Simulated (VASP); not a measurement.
# Which face does V expose?, part 3 of 6

Aim: compare the low-index faces of V at one level of theory.

VASP 6.6.1; PBE, no spin polarisation; plane waves and PAW (V).

So far. Step 3 (The bulk reference, job self-consistent run, k-mesh …): The run ends at a pressure of 0.01 GPa. Step 4 (Relaxing the slab, 7 atoms, face V(110)): The run ended after 12 ionic steps, 0.076 eV below its first step, once the forces on the free atoms met EDIFFG = -0.03.

### 5. Potential and states of the slab, 7 atoms, face V(110)

A static run writes the electrostatic potential without exchange and correlation (LVHAR), which is flat in the vacuum and gives the level to count from. The dipole correction cancels the field that unlike faces would set up across the vacuum.

INCAR reads:

```
SYSTEM = V
PREC = Normal
ENCUT = 320
EDIFF = 1E-06
NELM = 120
ISMEAR = 1
SIGMA = 0.15
LREAL = .FALSE.
ALGO = Fast
GGA = PE
NBANDS = 24
LASPH = .TRUE.
LORBIT = 11
LWAVE = .FALSE.
LCHARG = .TRUE.
KPAR = 4
IDIPOL = 3
LDIPOL = .TRUE.
DIPOL = 0.5 0.5 0.5
LVHAR = .TRUE.
LVACPOTAV = .TRUE.
NEDOS = 1500
```

POSCAR reads:

```
V
1.0
    2.9778361410      0.0000000000      0.0000000000
    1.4889180705      2.1056481286      0.0000000000
    0.0000000000      0.0000000000     27.6338887714
V
7
Direct
    0.0000000000      0.0000000000      0.2759281535
    0.5000000000      0.0000000000      0.3476426013
    0.0000000000      0.0000000000      0.4239760548
    0.5000000000      0.0000000000      0.5000000000
    0.0000000000      0.0000000000      0.5760239452
    0.5000000000      0.0000000000      0.6523573987
    0.0000000000      0.0000000000      0.7240718465
```

KPOINTS reads:

```
Automatic mesh
0
Gamma
14 14 1
0 0 0
```

The projector-augmented-wave data sets are V (PBE family, release 64).

Command:

```
$ mpirun -np 4 vasp_std
```

Output:

```text
[... set-up lines as in an earlier step ...]
 entering main loop
       N       E                     dE             d eps       ncg     rms          rms(c)
DAV:   1     0.216724490469E+03    0.21672E+03   -0.90372E+03  2736   0.994E+02
DAV:   2    -0.338083792667E+02   -0.25053E+03   -0.23943E+03  2784   0.288E+02
DAV:   3    -0.703225856233E+02   -0.36514E+02   -0.33949E+02  4512   0.129E+02
DAV:   4    -0.728554019308E+02   -0.25328E+01   -0.24311E+01  4288   0.480E+01
DAV:   5    -0.729580955067E+02   -0.10269E+00   -0.10071E+00  4504   0.671E+00    0.318E+01
RMM:   6    -0.109821929616E+03   -0.36864E+02   -0.56531E+01  4743   0.180E+02    0.350E+01
RMM:   7    -0.793621671453E+02    0.30460E+02   -0.67567E+01  3401   0.103E+02    0.240E+01
RMM:   8    -0.624641293152E+02    0.16898E+02   -0.86260E+01  2979   0.112E+02    0.164E+01
RMM:   9    -0.641125935616E+02   -0.16485E+01   -0.34722E+01  3543   0.444E+01    0.140E+01
RMM:  10    -0.634034412239E+02    0.70915E+00   -0.27903E+01  4083   0.383E+01    0.996E+00
RMM:  11    -0.639654080564E+02   -0.56197E+00   -0.14213E+01  4678   0.127E+01    0.120E+01
RMM:  12    -0.630720164682E+02    0.89339E+00   -0.23907E+00  3908   0.859E+00    0.115E+01
RMM:  13    -0.613601247417E+02    0.17119E+01   -0.18647E+00  3721   0.989E+00    0.815E+00
RMM:  14    -0.605921074933E+02    0.76802E+00   -0.35086E+00  4398   0.880E+00    0.312E+00
RMM:  15    -0.606844871532E+02   -0.92380E-01   -0.94519E-01  4081   0.548E+00    0.262E+00
RMM:  16    -0.608871552651E+02   -0.20267E+00   -0.11413E+00  4337   0.459E+00    0.402E+00
RMM:  17    -0.608936637863E+02   -0.65085E-02   -0.26031E-01  4425   0.155E+00    0.404E+00
RMM:  18    -0.606822099432E+02    0.21145E+00   -0.35039E-01  4021   0.423E+00    0.157E+00
RMM:  19    -0.607061321435E+02   -0.23922E-01   -0.10247E-01  3973   0.101E+00    0.169E+00
RMM:  20    -0.606864665019E+02    0.19666E-01   -0.31914E-01  4652   0.322E+00    0.704E-01
RMM:  21    -0.606839186707E+02    0.25478E-02   -0.56795E-02  3472   0.116E+00    0.363E-01
RMM:  22    -0.606910544607E+02   -0.71358E-02   -0.60099E-02  4153   0.848E-01    0.584E-01
RMM:  23    -0.606889977963E+02    0.20567E-02   -0.44332E-02  3747   0.140E+00    0.217E-01
RMM:  24    -0.606898082684E+02   -0.81047E-03   -0.16124E-02  3487   0.494E-01    0.129E-01
RMM:  25    -0.606908335620E+02   -0.10253E-02   -0.12735E-02  3827   0.426E-01    0.949E-02
RMM:  26    -0.606918314915E+02   -0.99793E-03   -0.85986E-03  4459   0.191E-01    0.173E-01
RMM:  27    -0.606920244534E+02   -0.19296E-03   -0.37342E-03  3808   0.934E-02    0.147E-01
RMM:  28    -0.606919096972E+02    0.11476E-03   -0.25309E-03  4068   0.199E-01    0.318E-02
RMM:  29    -0.606921124728E+02   -0.20278E-03   -0.20854E-03  4338   0.892E-02    0.191E-02
RMM:  30    -0.606921921189E+02   -0.79646E-04   -0.70688E-04  3348   0.712E-02    0.127E-02
RMM:  31    -0.606922912567E+02   -0.99138E-04   -0.77325E-04  3636   0.342E-02    0.688E-03
RMM:  32    -0.606923257893E+02   -0.34533E-04   -0.21793E-04  2788   0.199E-02    0.521E-03
RMM:  33    -0.606923711884E+02   -0.45399E-04   -0.34114E-04  2633   0.226E-02    0.150E-03
RMM:  34    -0.606923809617E+02   -0.97733E-05   -0.34394E-05  3247   0.231E-02    0.102E-02
RMM:  35    -0.606923953784E+02   -0.14417E-04   -0.14628E-04  2183   0.188E-02    0.581E-03
RMM:  36    -0.606923895036E+02    0.58748E-05    0.59927E-05  2136   0.107E-02    0.673E-03
RMM:  37    -0.606923949825E+02   -0.54790E-05   -0.54036E-05  2089   0.868E-03    0.784E-03
RMM:  38    -0.606923852898E+02    0.96927E-05    0.90182E-05  2100   0.122E-02    0.460E-03
RMM:  39    -0.606923851928E+02    0.97016E-07    0.10286E-06  1900   0.787E-03
 -----------------------------------------------------------------------------
|                                                                             |
|           W    W    AA    RRRRR   N    N  II  N    N   GGGG   !!!           |
|           W    W   A  A   R    R  NN   N  II  NN   N  G    G  !!!           |
|           W    W  A    A  R    R  N N  N  II  N N  N  G       !!!           |
|           W WW W  AAAAAA  RRRRR   N  N N  II  N  N N  G  GGG   !            |
|           WW  WW  A    A  R   R   N   NN  II  N   NN  G    G                |
|           W    W  A    A  R    R  N    N  II  N    N   GGGG   !!!           |
|                                                                             |
|     Did not find any points to average over, which means that no vacuum     |
|     field-free region was found. Please increase the size of  your cell     |
|     in the dimension of the dipole correction to obtain accurate            |
|     workfunction values.                                                    |
|                                                                             |
 -----------------------------------------------------------------------------

   1 F= -.60692385E+02 E0= -.60692437E+02  d E =0.156257E-03
```

Run time: 1.9 min. Hardware: 4 MPI ranks of AMD EPYC 7R43, shared host; peak memory 0.73 GiB; 7.4 min of CPU time.

Parts of OUTCAR (step 5):

```text
   NELECT =      35.0000    total number of electrons

 dipolmoment           0.000000      0.000000     -0.000000 electrons x Angstroem

 E-fermi :   1.3189

 k-point     1 :       0.0000    0.0000    0.0000
  band No.  band energies     occupation
    ...
     10       0.4310      2.00000
     11       0.8017      2.00001
     12       0.9075      2.00073
     13       0.9415      2.00215
     14       1.1757      2.03963
     15       1.4556     -0.02660
     16       1.4808     -0.06298
     17       1.4965     -0.07036
     18       1.6434     -0.00913
     19       1.6580     -0.00632
    ...

  Total       -0.6465200     -1.6308950      0.0677633      0.0000000      0.0000000      0.0000000
  in kB       -5.9781107    -15.0802310      0.6265802      0.0000000      0.0000000      0.0000000
  external PRESSURE =      -6.8105872 kB  Pullay stress =       0.0000000 kB

 POSITION                                       TOTAL-FORCE (eV/Angst)
 -----------------------------------------------------------------------------------
      0.00000      0.00000      7.62497         0.000000     -0.000000     -0.028765
      1.48892      0.00000      9.60672         0.000000      0.000000      0.029856
      0.00000      0.00000     11.71611         0.000000      0.000000      0.003541
      1.48892      0.00000     13.81694         0.000000      0.000000      0.000000
      0.00000      0.00000     15.91778         0.000000     -0.000000     -0.003541
      1.48892      0.00000     18.02717        -0.000000      0.000000     -0.029856
      0.00000      0.00000     20.00892        -0.000000      0.000000      0.028765
 -----------------------------------------------------------------------------------
    total drift:                                0.000000     -0.000000      0.000000

  FREE ENERGIE OF THE ION-ELECTRON SYSTEM (eV)
  ---------------------------------------------------
  free  energy   TOTEN  =       -60.6923851928 eV

  energy  without entropy=      -60.6925414502  energy(sigma->0) =      -60.69243728

 vacuum level on the upper side and lower side of the slab         6.059         6.059

[... 7 parts as in an earlier step ...]

[... 10 further parts left out ...]
```

This step gave:

- electronic steps: 39
- free energy (TOTEN): -60.6924 eV
- energy at zero smearing: -60.6924 eV
- Fermi energy: 1.319 eV
- dipole moment: 0, 0, 0 e·Å
- vacuum levels: 6.059, 6.059 eV
- work functions of the upper and lower face: 4.740, 4.740 eV

The planar average of the electrostatic potential oscillates, so the rows of the table below give means over windows of 2.08 Å about each position, cut where the curve ends. Its maxima inside the range that stand out by 2 % of the span (Å: eV): 8.7: -2.59, 10.6: -1.37, 12.7: -1.49, 14.9: -1.49, 17.0: -1.37, 19.0: -2.59. Its minima: 7.6: -11.2, 9.7: -11.1, 11.7: -11.0, 13.8: -11.1, 15.9: -11.0, 18.0: -11.1, 20.1: -11.2.

Zero at the Fermi level. Planar average of the electrostatic potential against height; means over each step:

```
height (Å)  planar average of the electrostatic potential (eV)
      1.04                                                4.74
      3.12                                                4.74
      5.20                                                4.26
      7.28                                               -5.91
      9.36                                               -6.74
     11.44                                               -6.36
     13.52                                               -6.38
     15.60                                               -6.37
     17.68                                               -6.41
     19.76                                               -6.90
     21.84                                                2.97
     23.92                                                4.73
     26.00                                                4.74
```

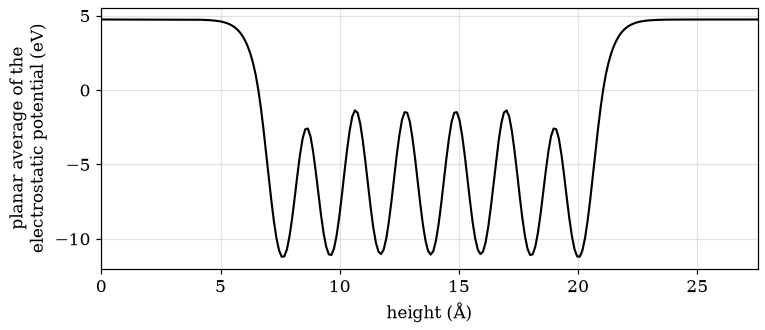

Planar average of the electrostatic potential against height.

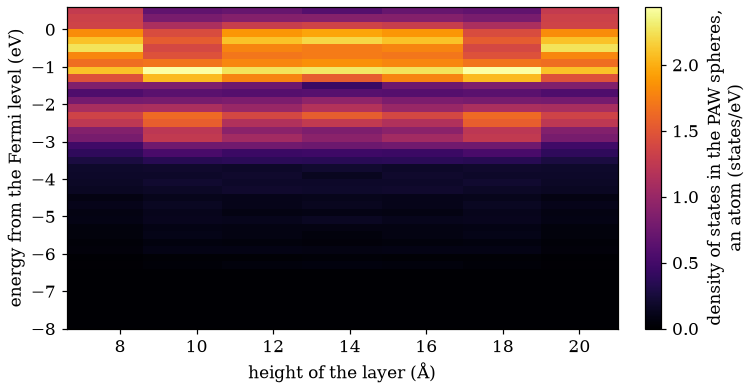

Density of states in the PAW spheres, an atom over height of the layer and energy from the Fermi level.

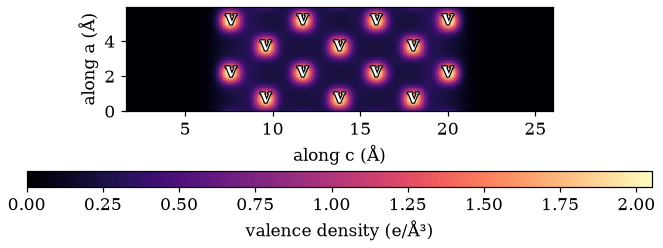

Valence density in the ca plane at fractional y = 0.000, with atoms of V within 0.2 Å of it. It is the smooth field of the valence electrons, not physical close to the nuclei. The map starts off the cell's origin, so that atoms lie inside it. The far vacuum is left out of the map.

This run ends 0.041 eV above the last step of the relaxation at the same geometry, so it did not reach the same electronic state, and its levels are doubtful.

The map of layer states is cut here 0.5 eV above the Fermi level, so it leaves out the states above that.

The vacuum level lies 4.74 eV above the Fermi level at the upper face; both faces agree, as the slab has next to no dipole.

The program found no field-free point at its default tolerance, but its printed level agrees with the flat part of the planar average.

On this mesh the fine structure of the density of states is sampling noise, and high empty states may be cut by the number of bands.

(Part 3 of 6 ends here.)

[Lines on the potential files, build, host, timing and source positions are cut from VASP's logs without a mark.]

[Logs are printed without paths, hosts, clocks, repeated set-up lines and the standing remarks that a program may print on its own settings, such as how far it seeks lower states.]

[Hosts, paths, dates, database ids (printed as entryN), source tags and the programs' standing remarks are cut or masked in the printed files.]

[Runs that stopped without an error message from VASP are left out.]
